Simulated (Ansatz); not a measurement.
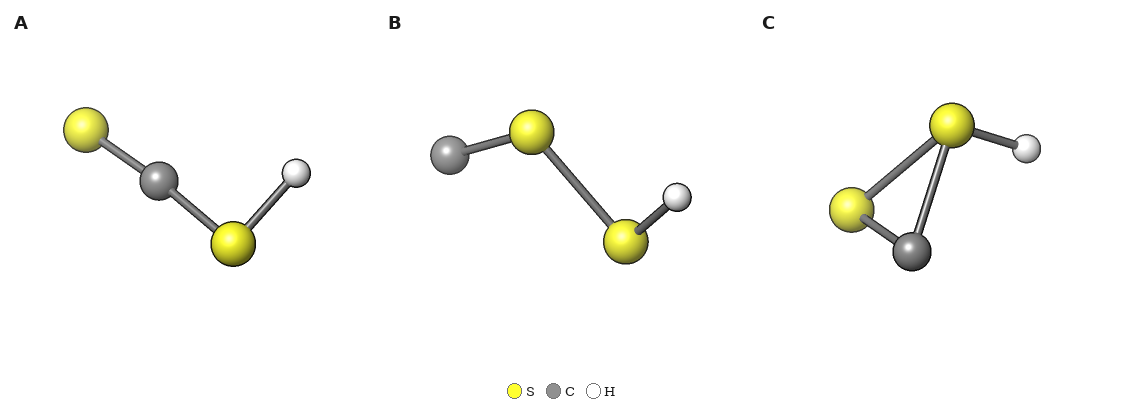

3 stationary structures of one formula. Charge +1, singlet. Geometries: PBE0-D4/def2-TZVP. Electronic energies: RHF-CCSD(T) (frozen core)/def2-TZVPP (Ansatz 0.2.0), without zero-point energy. No frequency run is at hand to confirm each as a minimum.

Rank them by energy, lowest first.

A is lowest; C lies 62.2 kcal/mol above it (C1), B lies 90.3 kcal/mol above it (Cs).
